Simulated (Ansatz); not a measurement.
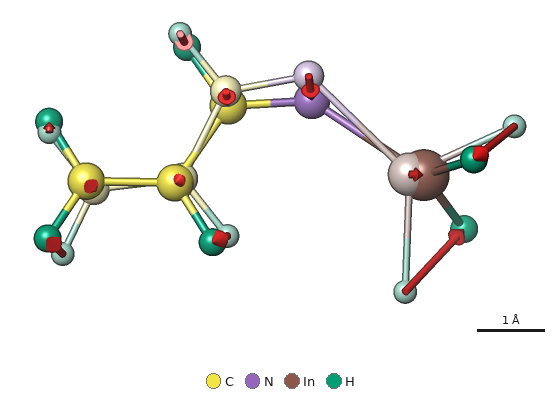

A relaxation of C3H6InN. The starting structure is drawn faded, the final one solid; red arrows show the displacements, at their true length. The two geometries are superimposed by the best rigid fit.

The picture is a ball-and-stick view, seen face on.

The start comes from GFN2-xTB.

Method: Ansatz, RKS PBE0-D4/def2-TZVP. (force threshold 0.005 eV/Å; at most 150 steps)

> Atoms of which element are displaced furthest, and by how much?

Hydrogen: up to 1.90 Å, against 0.57 Å for nitrogen.

> What did the optimiser do to the structure, and how much energy did it gain?

The atom that moves furthest after the best rigid fit is an H atom (1.90 Å). By element the largest moves are H 1.90 Å, N 0.57 Å, C 0.39 Å, In 0.23 Å. Among the contacts that change: In–N 2.104 → 2.029 Å, H–In 1.759 → 1.713 Å, H–In 1.722 → 1.713 Å, C–H 1.097 → 1.105 Å. Bond angles that change, for instance: N–In–H 132.1° → 115.0°, C–N–In 125.3° → 141.0°, H–In–H 116.8° → 129.1°. Groups turn about In–N by about 90°. Over 24 accepted moves (25 points after the start) the energy falls by 0.225 eV. The largest force component goes from 0.65 to 0.0016 eV/Å. The line search rejected the trial step at point 17 of the run. The run took 100 s on 4 threads of Arm Neoverse V1 (shared host).
